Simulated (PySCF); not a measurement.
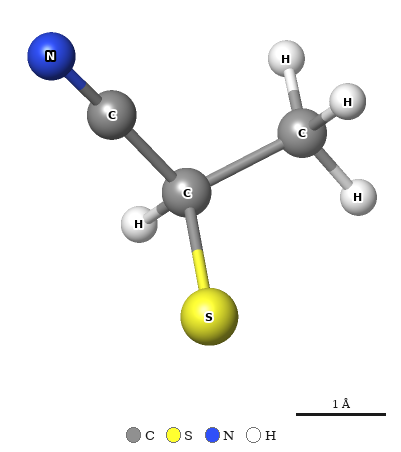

C3H4NS (charge −1), before the relaxation. Style: ball-and-stick. Shown at a tilt.

The start comes from GFN2-xTB.

Theory: PySCF, PBE0-D3(BJ)/def2-SVP geometry optimisation, gas phase.

```xyz
9

C    -1.0113   -0.2878    0.0292
C     0.2970    0.4897   -0.1188
S     0.6840    1.5005    1.3543
C     1.4273   -0.3787   -0.2366
N     2.3638   -1.0494   -0.2786
H    -1.8292    0.4140    0.1861
H    -0.9491   -0.9419    0.8976
H    -1.2190   -0.8916   -0.8597
H     0.2499    1.1512   -0.9988
```

### Where does the relaxation end?

The largest moves after the best rigid fit, 0.14 Å, are those of S3 and N5. Largest moves by element: N 0.14 Å, S 0.14 Å, C 0.07 Å, H 0.05 Å. Some distances before and after: C2–C4 1.430 → 1.466 Å, C1–H8 1.094 → 1.108 Å, C1–H6 1.089 → 1.100 Å, C4–N5 1.153 → 1.163 Å. Among the angles between lasting bonds that change: S3–C2–C4 103.6° → 110.4°, C4–C2–H9 109.4° → 105.1°, C2–C4–N5 176.7° → 179.7°. The energy falls by 0.101 eV in 6 geometry steps. The largest force component goes from 1.1 to 0.023 eV/Å. The run took about 15 core-seconds on a shared host.

Final geometry:

```xyz
9

C    -0.9893   -0.2865    0.0302
C     0.3128    0.5148   -0.0570
S     0.5772    1.5712    1.4006
C     1.4482   -0.3933   -0.2439
N     2.3476   -1.1146   -0.3985
H    -1.8159    0.4289    0.1532
H    -0.9639   -0.9153    0.9331
H    -1.1758   -0.9223   -0.8581
H     0.2727    1.1231   -0.9848
```

After the run, drawn alike:

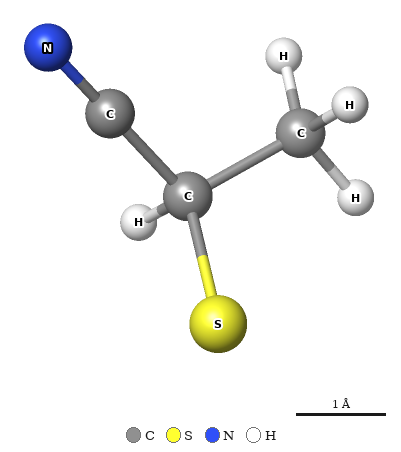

Limits of the set-up: the basis has no diffuse functions, which an anion needs.
